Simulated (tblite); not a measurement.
```xyz
26

C    -3.503    0.988    0.302
C    -2.913   -0.027    0.069
C    -2.189   -1.249   -0.215
C    -0.676   -1.104    0.024
C    -0.397   -0.811    1.494
C    -0.106   -0.008   -0.892
C     1.387    0.136   -0.778
C     2.169   -0.905   -1.528
C     2.006    1.089   -0.091
C     1.396    2.194    0.708
H    -4.028    1.874    0.504
H    -2.374   -1.528   -1.257
H    -2.584   -2.045    0.423
H    -0.209   -2.060   -0.238
H     0.670   -0.681    1.658
H    -0.747   -1.631    2.119
H    -0.910    0.098    1.801
H    -0.351   -0.263   -1.927
H    -0.606    0.931   -0.657
H     1.918   -1.903   -1.172
H     1.929   -0.863   -2.590
H     3.240   -0.757   -1.410
H     3.090    1.096   -0.085
H     0.312    2.189    0.664
H     1.698    2.107    1.752
H     1.757    3.156    0.343
```

Question: Where will the first 8 clear peaks of this molecule's radial distribution curve from gas electron diffraction lie, and which pairs make them?

Answer: Peak 1, 1.13 Å: C–H 1.05–1.10 Å (×16), C–C 1.20 Å, not resolved
Peak 2, 1.51 Å: C–C 1.33–1.54 Å (×8), not resolved
Peak 3, 2.15 Å: C···H 2.07–2.25 Å (×23), not resolved
Peak 4, 2.54 Å: C···C 2.46–2.65 Å (×10), C···H 2.58–2.81 Å (×22), not resolved
Peak 5, 3.06 Å: C···H 2.94–3.28 Å (×14), C···C 2.97–3.25 Å (×5), not resolved
Peak 6, 3.49 Å: C···H 3.30–3.70 Å (×19), C···C 3.45–3.59 Å (×4), not resolved
Peak 7, 3.85 Å: C···C 3.74–3.97 Å (×6), C···H 3.84–4.14 Å (×11), not resolved
Peak 8, 4.57 Å: C···H 4.27–4.77 Å (×25), C···C 4.39–4.80 Å (×3), not resolved

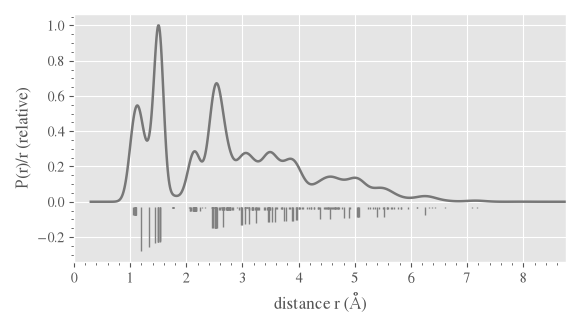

Simulated gas electron diffraction: radial distribution curve of C₁₀H₁₆. Each pair of atoms contributes with weight ZᵢZⱼ/r (bars below the curve); damping constant 0.002 Å²; vibrational amplitudes assumed, not computed: 0.05 Å for bonds, 0.078 Å for bonds to H, 0.06 + 0.015 r up to 0.15 Å for other pairs. The geometry is the end point of an optimisation (tblite, GFN2-xTB geometry optimisation, gas phase); it may be a saddle point or a higher isomer.
